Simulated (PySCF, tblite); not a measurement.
**C₃H₆FN: geometry, NMR shifts and spin-spin couplings**

Wanted: the NMR shifts and spin-spin couplings of C₃H₆FN (`C=C(F)CN`), by calculation.

Programs: tblite 0.8.0 and PySCF 2.14.0, with density-fitted response routines of our own. Each step states its level of theory. These are calculated values for one molecule in the gas phase, unless marked as measured. Atoms are numbered from 0 throughout.

### Step 1. The molecule as given

11 atoms, charge 0, multiplicity 1; geometry from: force field or distance geometry start.

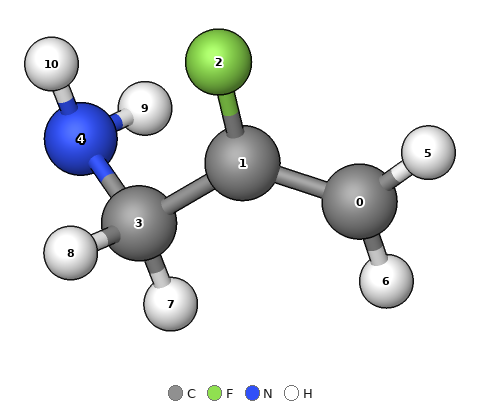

The starting geometry (carbon grey, fluorine green, nitrogen blue, hydrogen white), atoms numbered.

### Step 2. Relaxing the molecule with GFN2-xTB, one coordinate held

What the job is given:

```
{"job": {"kind": "relax", "xc": "GFN2-xTB", "basis": "xTB"}, "charge": 0, "multiplicity": 1}
C      1.748000     0.235200     0.161400
C      0.519200    -0.257200     0.403500
F      0.285200    -0.696700     1.675700
C     -0.576300    -0.369300    -0.611200
N     -1.761100     0.379300    -0.199400
H      2.476000     0.285600     0.949800
H      2.016000     0.607300    -0.823800
H     -0.238000    -0.022000    -1.582000
H     -0.844200    -1.434800    -0.710900
H     -1.500700     1.354700    -0.064300
H     -2.067500     0.043900     0.706000
```

The run is started by

```bash
> OMP_NUM_THREADS=1 python probes_run.py task.json out
```

One launch serves the whole session: the jobs run in the order shown.

The log of the run:

```text
step      E/eV     max force
  0    -464.95252    2.258
  1    -464.98823    1.761
  2    -465.01275    0.417
  3    -465.02202    0.290
  4    -465.03210    0.278
  5    -465.03549    0.181
  6    -465.03790    0.137
  7    -465.03913    0.108
  8    -465.04009    0.096
  9    -465.04074    0.073
 10    -465.04123    0.074
 11    -465.04154    0.052
 12    -465.04174    0.053
 13    -465.04187    0.042
 14    -465.04199    0.038
 15    -465.04210    0.036
 16    -465.04218    0.045
 17    -465.04223    0.049
 18    -465.04228    0.048
 19    -465.04232    0.044
 20    -465.04236    0.045
 21    -465.04239    0.044
 22    -465.04242    0.042
 23    -465.04245    0.043
 24    -465.04246    0.046
```

Wall time 0.15 s (1 thread of Arm Neoverse V1, shared host).

One coordinate is held by a constraint (a dihedral, as typed in the start), so the force along it need not vanish.

Along the way:

```tsv
step	energy from step 0 (eV)	largest force (eV/Å)
0	0.0000	2.2582
1	-0.0357	1.7610
2	-0.0602	0.4173
3	-0.0695	0.2901
4	-0.0796	0.2778
5	-0.0830	0.1807
6	-0.0854	0.1369
7	-0.0866	0.1077
8	-0.0876	0.0960
9	-0.0882	0.0733
10	-0.0887	0.0738
11	-0.0890	0.0516
12	-0.0892	0.0532
13	-0.0894	0.0416
14	-0.0895	0.0380
15	-0.0896	0.0362
16	-0.0897	0.0451
17	-0.0897	0.0489
18	-0.0898	0.0480
19	-0.0898	0.0445
20	-0.0898	0.0446
21	-0.0899	0.0439
22	-0.0899	0.0422
23	-0.0899	0.0426
24	-0.0899	0.0458
```

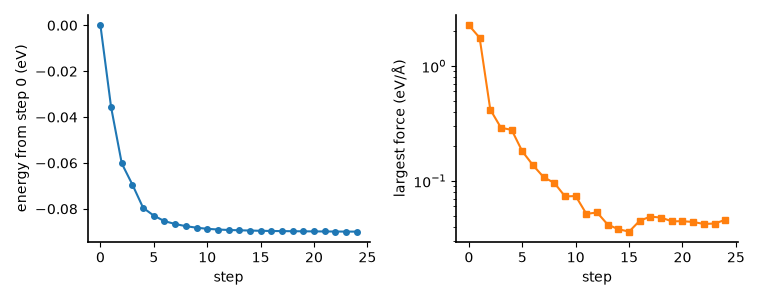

Energy and largest force along the relaxation.

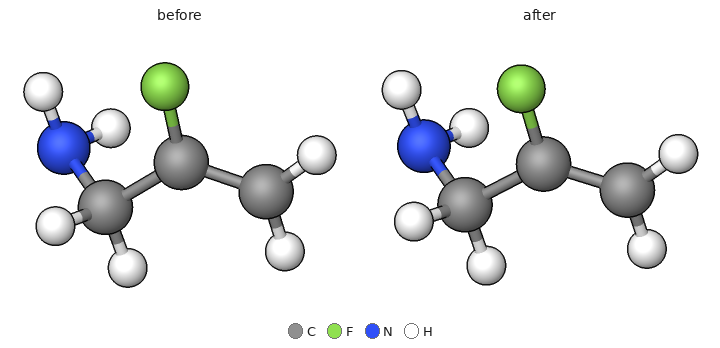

The geometry before (left) and after (right).

Close pairs (by a distance rule), those that changed most:

```tsv
bond	before (Å)	after (Å)	change (Å)
C0–C1	1.346	1.319	-0.027
C0–H6	1.087	1.073	-0.013
C3–H8	1.103	1.095	-0.008
C1–F2	1.366	1.359	-0.007
C1–C3	1.497	1.505	+0.007
C3–N4	1.461	1.454	-0.006
C3–H7	1.085	1.091	+0.006
N4–H9	1.019	1.015	-0.004
```

The end geometry stands in the next job.

### Step 3. Shielding tensors: PBE0/pcSseg-1

What the job is given:

```
{"job": {"kind": "nmr", "xc": "PBE0", "basis": "pcSseg-1", "pop": true}, "charge": 0, "multiplicity": 1}
C      1.768278     0.247270     0.167021
C      0.572295    -0.268159     0.374681
F      0.249357    -0.721005     1.614305
C     -0.577574    -0.377944    -0.589618
N     -1.754231     0.377297    -0.189483
H      2.501813     0.297117     0.952183
H      2.043849     0.621013    -0.800536
H     -0.253471    -0.028252    -1.571407
H     -0.876400    -1.428395    -0.670622
H     -1.525061     1.361017    -0.090146
H     -2.092351     0.045885     0.708405
```

Level: GIAO PBE0/pcSseg-1 NMR shielding, non-relativistic, gas phase.

The log of the run:

```text
coarse grid: 9128 points
cycle   1  E = -272.0714432964  dE =  5.302e-01  |g| = 5.458e-01  |ddm| = 2.810e+00
cycle   2  E = -272.0331809847  dE =  3.826e-02  |g| = 7.242e-01  |ddm| = 8.395e-01
cycle   3  E = -272.1279284111  dE = -9.475e-02  |g| = 8.068e-02  |ddm| = 4.848e-01
cycle   4  E = -272.1293718782  dE = -1.443e-03  |g| = 2.919e-02  |ddm| = 8.877e-02
cycle   5  E = -272.1295596559  dE = -1.878e-04  |g| = 9.279e-03  |ddm| = 2.627e-02
cycle   6  E = -272.1295761940  dE = -1.654e-05  |g| = 3.228e-03  |ddm| = 9.131e-03
cycle   7  E = -272.1295786035  dE = -2.409e-06  |g| = 5.229e-04  |ddm| = 2.487e-03
final grid: 88456 points
cycle   8  E = -272.1631852810  dE = -2.658e-05  |g| = 7.892e-03  |ddm| = 2.078e-02
cycle   9  E = -272.1631781730  dE =  7.108e-06  |g| = 1.029e-02  |ddm| = 1.288e-02
cycle  10  E = -272.1631989736  dE = -2.080e-05  |g| = 1.094e-03  |ddm| = 7.155e-03
cycle  11  E = -272.1631991712  dE = -1.976e-07  |g| = 1.591e-04  |ddm| = 8.426e-04
cycle  12  E = -272.1631991741  dE = -2.958e-09  |g| = 6.842e-05  |ddm| = 1.180e-04
cycle  13  E = -272.1631991751  dE = -9.604e-10  |g| = 1.688e-05  |ddm| = 6.354e-05
converged SCF energy = -272.1631991751

GIAO shielding tensors (ppm)
atom      isotropic    diamagn.    paramagn.     s11        s22        s33       span
  0 C       92.900     257.349    -164.449     -1.823    121.441    159.082    160.905
  1 C        6.648     253.180    -246.532   -105.955     54.318     71.581    177.536
  2 F      277.956     476.810    -198.854    171.070    284.463    378.336    207.266
  3 C      137.061     244.724    -107.663    116.712    139.598    154.874     38.162
  4 N      231.637     315.718     -84.081    201.140    236.171    257.600     56.460
  5 H       27.032      29.858      -2.826     24.381     25.288     31.427      7.046
  6 H       27.263      31.711      -4.448     25.222     25.919     30.648      5.426
  7 H       28.448      30.299      -1.851     23.817     28.575     32.952      9.135
  8 H       28.135      28.697      -0.562     23.856     27.514     33.036      9.180
  9 H       31.369      31.798      -0.429     25.119     28.813     40.174     15.054
 10 H       30.311      31.467      -1.156     23.739     28.312     38.881     15.143
```

It took 11 s on 1 thread of Arm Neoverse V1, shared host; peak memory 0.52 GiB.

The references, computed at this level on geometries of the same kind, shield at (ppm): ¹H TMS 31.72, ¹³C TMS 186.9, ¹⁹F CFCl3 170.9, ¹⁵N NH3 267.7. Their shielding less the atom's gives the shift. The references are single molecules in the gas phase, so shifts against H2O, NH3, PH3, H3PO4 or CFCl3 are not on the usual liquid scales and can be off by tens of ppm. Each atom is listed at this fixed geometry, with no averaging over motion; a spectrum would average atoms that exchange fast.

```tsv
atoms	environment	σ (ppm)	δ (ppm)
C1	fully substituted alkene carbon	6.6	180.3
C0	terminal =CH2 carbon	92.9	94.0
C3	allylic sp3 CH2 bonded to N	137.1	49.9
H5	hydrogen on a terminal =CH2 carbon	27.03	4.69
H6	hydrogen on a terminal =CH2 carbon	27.26	4.45
H8	hydrogen on an allylic sp3 CH2 bonded to N	28.14	3.58
H7	hydrogen on an allylic sp3 CH2 bonded to N	28.45	3.27
H10	hydrogen on an amine nitrogen	30.31	1.41
H9	hydrogen on an amine nitrogen	31.37	0.35
F2	vinylic fluorine	278.0	-107.0
N4	amine nitrogen	231.6	36.1
```

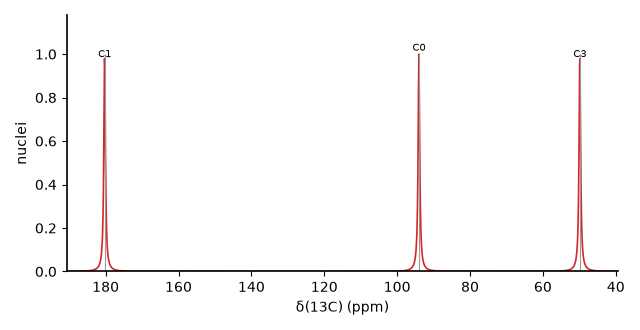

¹³C lines at the computed shifts, without couplings. Lines are broadened to a width of 0.52 ppm (Lorentzian).

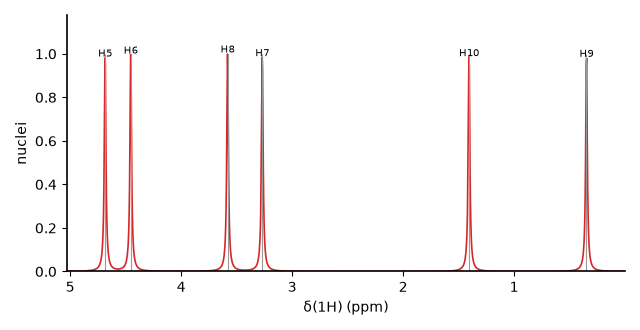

¹H lines at the computed shifts, without couplings. Lines are broadened to a width of 0.02 ppm (Lorentzian).

Charges from the same density, by scheme (e):

```tsv
atoms	Mulliken	IAO	Hirshfeld	ESP fit
C0	-0.21	-0.39	-0.14	-0.64
C1	0.11	0.28	0.09	0.14
F2	-0.29	-0.29	-0.09	-0.16
C3	-0.03	-0.17	-0.03	0.28
N4	-0.45	-0.57	-0.24	-0.97
```

Hirshfeld charges:

```tsv
atom	value (e)
C0	-0.14
C1	0.09
F2	-0.09
C3	-0.03
N4	-0.24
H5	0.05
H6	0.05
H7	0.05
H8	0.05
H9	0.11
H10	0.11
```

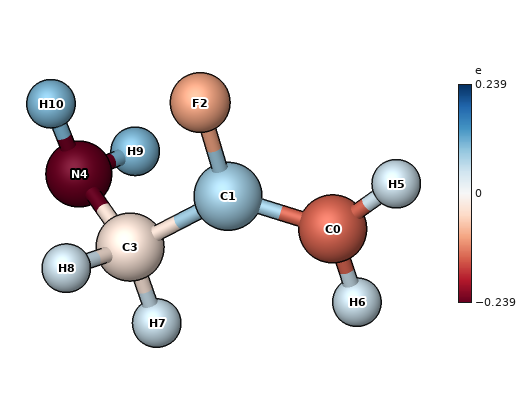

Hirshfeld charges, as colours on the atoms.

Mayer bond orders: C0–C1 1.91, C1–F2 0.93, C1–C3 1.00, C3–N4 1.03.

Orbitals, density, ELF and potential are computed afterwards from the orbital file.

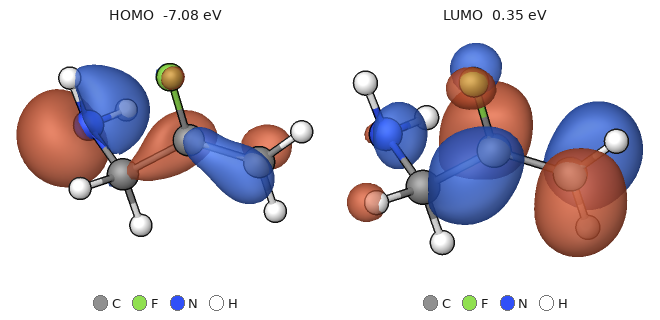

Frontier orbitals at PBE0/pcSseg-1; each surface holds 70 % of the orbital's density, blue and red mark the sign.

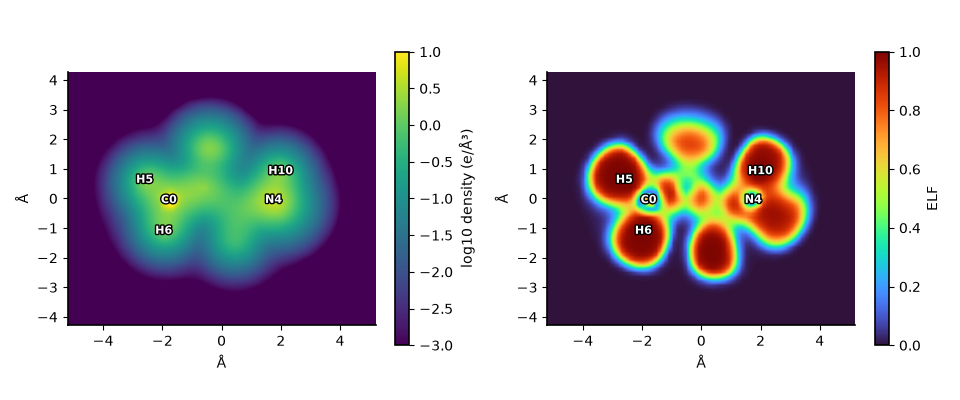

Density (left) and ELF (right) in a plane through or near 5 of the atoms.

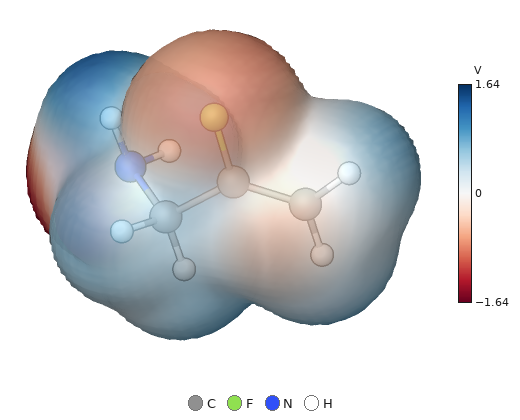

Electrostatic potential on the surface of density 0.002 e/bohr³; red is low, blue high. It runs, from the 1st to the 99th percentile, from -1.64 V near N4 to 1.31 V near H9.

### Step 4. Spin-spin couplings: B3LYP/pcJ-1

Settings changed since step 3:

```diff
@@ -1,2 +1,2 @@
-{"job": {"kind": "nmr", "xc": "PBE0", "basis": "pcSseg-1", "pop": true}, "charge": 0, "multiplicity": 1}
+{"job": {"kind": "j", "xc": "B3LYP", "basis": "pcJ-1"}, "charge": 0, "multiplicity": 1}
 C      1.768278     0.247270     0.167021
```

Level: B3LYP/pcJ-1 indirect spin-spin coupling, non-relativistic, gas phase.

The log of the run:

```text
coarse grid: 9128 points
cycle   1  E = -272.3986416315  dE =  4.823e-01  |g| = 6.071e-01  |ddm| = 2.571e+00
cycle   2  E = -272.3363451436  dE =  6.230e-02  |g| = 8.539e-01  |ddm| = 9.969e-01
cycle   3  E = -272.4659523344  dE = -1.296e-01  |g| = 9.863e-02  |ddm| = 5.726e-01
cycle   4  E = -272.4679438900  dE = -1.992e-03  |g| = 4.147e-02  |ddm| = 1.088e-01
cycle   5  E = -272.4683260420  dE = -3.822e-04  |g| = 1.272e-02  |ddm| = 3.635e-02
cycle   6  E = -272.4683571214  dE = -3.108e-05  |g| = 4.180e-03  |ddm| = 1.139e-02
cycle   7  E = -272.4683610554  dE = -3.934e-06  |g| = 7.277e-04  |ddm| = 3.189e-03
final grid: 88456 points
cycle   8  E = -272.5087064405  dE = -1.018e-04  |g| = 7.437e-03  |ddm| = 1.634e-02
cycle   9  E = -272.5086958553  dE =  1.059e-05  |g| = 1.095e-02  |ddm| = 1.181e-02
cycle  10  E = -272.5087168784  dE = -2.102e-05  |g| = 9.715e-04  |ddm| = 7.186e-03
cycle  11  E = -272.5087170066  dE = -1.282e-07  |g| = 4.578e-04  |ddm| = 1.029e-03
cycle  12  E = -272.5087170414  dE = -3.486e-08  |g| = 1.213e-04  |ddm| = 3.575e-04
cycle  13  E = -272.5087170448  dE = -3.337e-09  |g| = 2.520e-05  |ddm| = 9.792e-05
cycle  14  E = -272.5087170449  dE = -1.403e-10  |g| = 8.949e-06  |ddm| = 2.288e-05
converged SCF energy = -272.5087170449

Indirect spin-spin couplings (Hz)
  i      j    bonds     total        FC       PSO       DSO        SD
  0 C    1 C    1     92.869   101.733    -9.096     0.232         -
  0 C    2 F    2     21.124    31.188   -20.307    -0.283    10.526
  0 C    3 C    2      8.693     8.938    -0.205    -0.040         -
  0 C    4 N    3     -0.137    -0.230    -0.053     0.029     0.117
  0 C    5 H    1    165.829   164.515     0.638     0.676         -
  0 C    6 H    1    168.105   166.737     0.705     0.663         -
  0 C    7 H    3      1.290     1.488    -0.213     0.014         -
  0 C    8 H    3      4.227     4.234     0.404    -0.411         -
  0 C    9 H    4     -0.233    -0.203     0.032    -0.061         -
  0 C   10 H    4     -0.220    -0.209     0.343    -0.354         -
  1 C    2 F    1   -325.201  -318.156   -11.244     0.846     3.353
  1 C    3 C    1     50.762    52.074    -1.604     0.291         -
  1 C    4 N    2     -0.458    -0.822     0.364    -0.006     0.006
  1 C    5 H    2     -7.816    -6.061    -1.377    -0.378         -
  1 C    6 H    2     11.581    13.357    -1.459    -0.317         -
  1 C    7 H    2      7.042     7.260    -0.282     0.064         -
  1 C    8 H    2     -8.586    -8.586    -0.052     0.052         -
  1 C    9 H    3      1.614     1.591    -0.099     0.122         -
  1 C   10 H    3      1.945     2.121    -0.211     0.036         -
  2 F    3 C    2     27.172    29.938    -3.649    -0.051     0.934
  2 F    4 N    3      2.855     2.009     0.621     0.030     0.195
  2 F    5 H    3     15.768    21.165    -4.187    -0.285    -0.925
  2 F    6 H    3     44.212    48.414    -2.511    -2.391     0.700
  2 F    7 H    3     32.133    33.626     0.583    -2.128     0.051
  2 F    8 H    3      2.671     1.716     1.435    -0.214    -0.266
  2 F   10 H    4     -0.366    -0.153    -1.102     1.053    -0.164
  3 C    4 N    1     -3.401    -2.515    -0.059    -0.077    -0.749
  3 C    5 H    3      7.625     7.688     0.418    -0.481         -
  3 C    6 H    3      3.076     3.151    -0.087     0.011         -
  3 C    7 H    1    144.714   143.402     0.369     0.942         -
  3 C    8 H    1    142.816   141.466     0.397     0.954         -
  3 C    9 H    2     -2.393    -2.415     0.379    -0.357         -
  3 C   10 H    2     -2.849    -2.915     0.405    -0.339         -
  4 N    5 H    4      0.295     0.296    -0.120     0.141    -0.022
  4 N    6 H    4      0.298     0.202    -0.050     0.082     0.063
  4 N    7 H    2     -2.864    -2.746    -0.212     0.087     0.007
  4 N    8 H    2     -2.507    -2.379    -0.220     0.076     0.016
  4 N    9 H    1    -66.987   -63.740    -2.778    -0.254    -0.215
  4 N   10 H    1    -68.040   -64.895    -2.674    -0.261    -0.210
  5 H    6 H    2     -3.957    -4.273     3.892    -3.576         -
  5 H    7 H    4      0.625     0.767     1.556    -1.698         -
  5 H    8 H    4     -0.180    -0.053     1.649    -1.776         -
  6 H    7 H    4      0.326     0.318    -1.438     1.446         -
  6 H    8 H    4     -1.079    -0.967     1.110    -1.222         -
  7 H    8 H    2    -15.215   -15.288     2.251    -2.178         -
  7 H    9 H    3      2.615     2.734     0.619    -0.738         -
  7 H   10 H    3     16.792    16.876     3.583    -3.667         -
  8 H    9 H    3     16.767    16.856     3.610    -3.699         -
  8 H   10 H    3      3.339     3.424     0.428    -0.514         -
  9 H   10 H    2     -8.482    -9.134     4.956    -4.304         -
```

It took 19 s on 1 thread of Arm Neoverse V1, shared host; peak memory 0.78 GiB.

A choice of the couplings up to four bonds, sorted by the number of bonds; isotopes 13C, 19F, 1H, 15N:

```tsv
pair	bonds	J (Hz)	Fermi contact (Hz)	dihedral (°)
C1–F2	1	-325.2	-318.2	–
C0–H6	1	168.1	166.7	–
C0–H5	1	165.8	164.5	–
C3–H7	1	144.7	143.4	–
C3–H8	1	142.8	141.5	–
C0–C1	1	92.9	101.7	–
N4–H10	1	-68.0	-64.9	–
N4–H9	1	-67.0	-63.7	–
C1–C3	1	50.8	52.1	–
F2–C3	2	27.2	29.9	–
C0–F2	2	21.1	31.2	–
H7–H8	2	-15.2	-15.3	–
C1–H6	2	11.6	13.4	–
C0–C3	2	8.7	8.9	–
C1–H8	2	-8.6	-8.6	–
H9–H10	2	-8.5	-9.1	–
C1–H5	2	-7.8	-6.1	–
C1–H7	2	7.0	7.3	–
F2–H6	3	44.2	48.4	-179
F2–H7	3	32.1	33.6	-178
H7–H10	3	16.8	16.9	178
H8–H9	3	16.8	16.9	179
F2–H5	3	15.8	21.2	1
C3–H5	3	7.6	7.7	178
C0–H8	3	4.2	4.2	123
H8–H10	3	3.3	3.4	61
C3–H6	3	3.1	3.2	-3
H6–H8	4	-1.1	-1.0	–
```

The spin-dipole term was solved for some atoms only; pairs without it lack that part.

Quadrupole couplings from the field gradients of the same density:

```tsv
atom	isotope	eQq/h (MHz)	η
N4	14N	-5.588	0.18
```

### Step 5. Outcome

```
                                   quantity                                   value
     ¹³C shifts against TMS (PBE0/pcSseg-1)                   180.3, 94.0, 49.9 ppm
      ¹H shifts against TMS (PBE0/pcSseg-1)  4.69, 4.45, 3.58, 3.27, 1.41, 0.35 ppm
   ¹⁹F shifts against CFCl3 (PBE0/pcSseg-1)                              -107.0 ppm
     ¹⁵N shifts against NH3 (PBE0/pcSseg-1)                                36.1 ppm
      surface potential, 1st and 99th percentile                      -1.64 V and 1.31 V
largest coupling of the table (B3LYP/pcJ-1)                ¹J(C,F) C1–F2, -325.2 Hz
```

Over 24 steps the energy fell by 0.090 eV; of the close pairs, C0–C1 changed most, 1.346 to 1.319 Å. Shifts at one fixed geometry are not the observed spectrum, which averages over the motion. The geometry holds a dihedral fixed, so it need not be a minimum. At PBE0/pcSseg-1: The largest span, 207 ppm, is at F2, where the paramagnetic term is -199 ppm. Of the pairs tabulated at B3LYP/pcJ-1, C1–F2 couples most strongly (-325.2 Hz; Fermi contact -318.2 Hz).
